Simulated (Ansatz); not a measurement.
## Electronic structure of BFH₃Si (SMILES FB[SiH2+]) (charge +1) in real space

```xyz
6

B    -1.2424   -0.1419   -0.1340
F    -1.7057    0.0600   -1.3272
Si    0.8191   -0.0442    0.0881
H     1.5317    1.2047    0.4635
H    -1.9226   -0.3756    0.8219
H     1.6993   -1.2370   -0.0177
```

Geometry: PBE0-D3(BJ)/pcseg-1.

Level of theory: isolated molecule in a Gaussian basis; Kohn-Sham density functional theory, functional PBE0 (Ansatz 0.2.0).

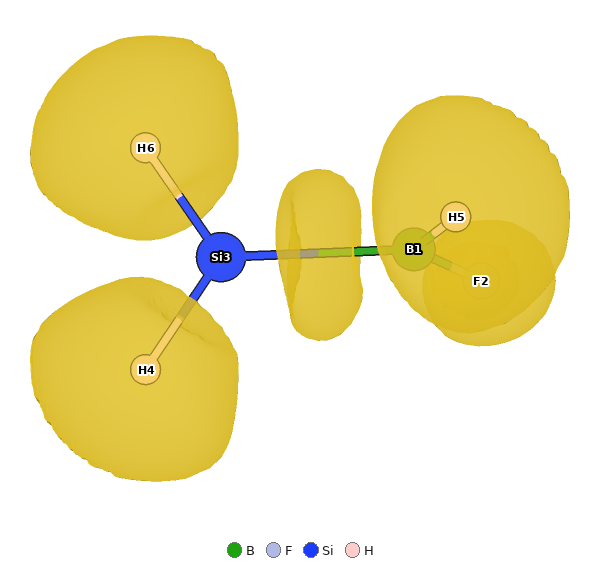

Figure 1. Isosurface of the electron localisation function at 0.8 (yellow), seen at a tilt. Core shells and regions of very low density are left out.

**Identify the bonds, lone pairs and shells in this picture.**

At this value the surface marks out one region between bonded B–Si atoms (shared pairs), three regions around hydrogen nuclei and one region on F in which the atom's valence shell and bonds are merged. Profiles from the grid: B–F (1.30 Å): the ELF peaks at about 0.85 between the atoms (a short, strongly polar bond). Si–B (2.08 Å): the ELF peaks at about 1 between the atoms, as expected for localised, covalent bonding.

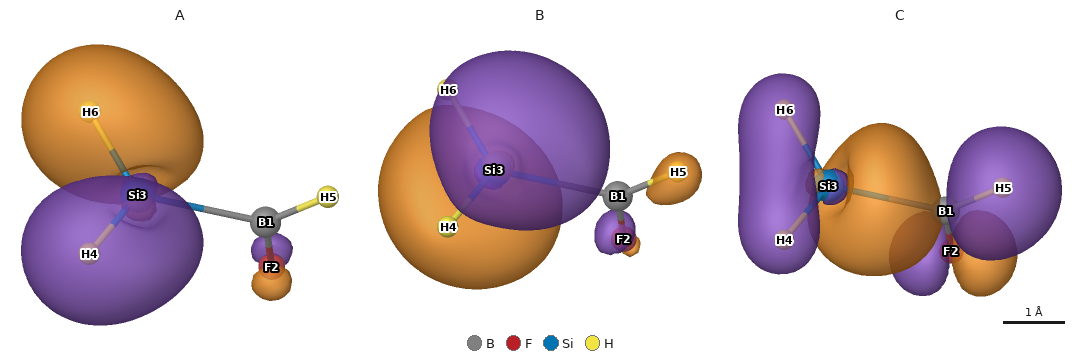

Figure 2. Three frontier orbitals at ±0.1 Å⁻³ᐟ² (orange and purple are the two phases), in no order.

**Order the three orbitals by energy and name them.**

A is the HOMO−1 (−16.96 eV). Its weight (Hirshfeld) is mainly on Si3 (about 45 %), H4 (about 25 %) and H6 (about 25 %). C is the HOMO (−14.68 eV). Its weight (Hirshfeld) is mainly on Si3 (about 30 %), B1 (about 25 %), F2 (about 20 %) and H5 (about 15 %). B is the LUMO (−9.76 eV). It lies mainly on Si3 (about 80 %).

**What is the HOMO–LUMO gap?**

4.92 eV between the orbital energies.

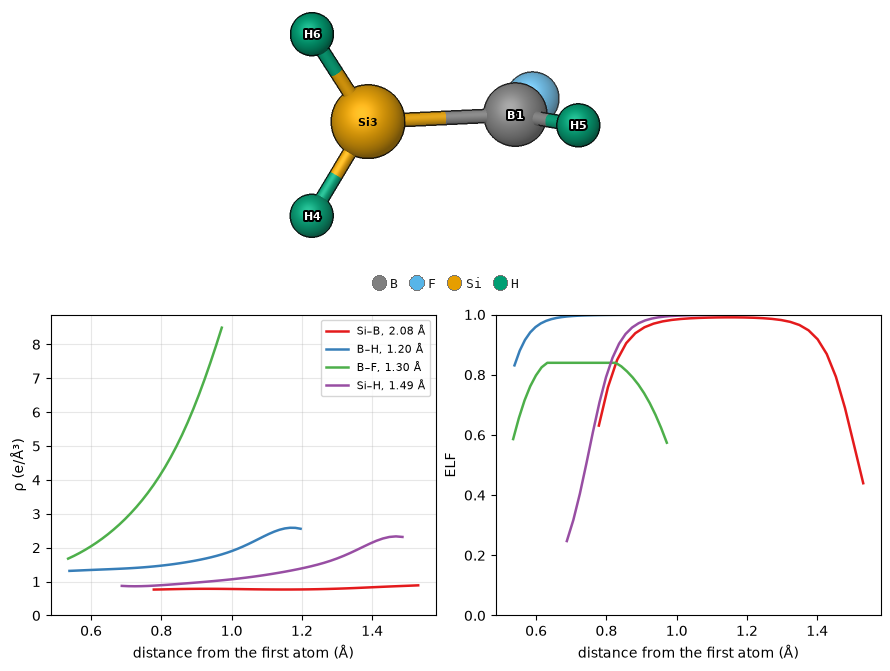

Figure 3. Total electron density and electron localisation function along straight lines between neighbouring atoms. The curves leave out the atomic cores. The structure is drawn too.

**What can be read from the curves?**

Si–B (2.08 Å): ρ is about 0.78 e/Å³ halfway; the ELF peaks at about 1 between the atoms (a shared electron pair).
B–H (1.20 Å): the density is about 1.3 e/Å³ at the midpoint; the ELF climbs to about 1 towards the hydrogen, as it does in any bond to H: an ordinary covalent bond to hydrogen.
B–F (1.30 Å): ρ is about 2.4 e/Å³ halfway; the ELF peaks at about 0.85 between the atoms (a polar covalent bond).
Si–H (1.49 Å): ρ is about 0.87 e/Å³ halfway; the ELF climbs to about 1 towards the hydrogen.
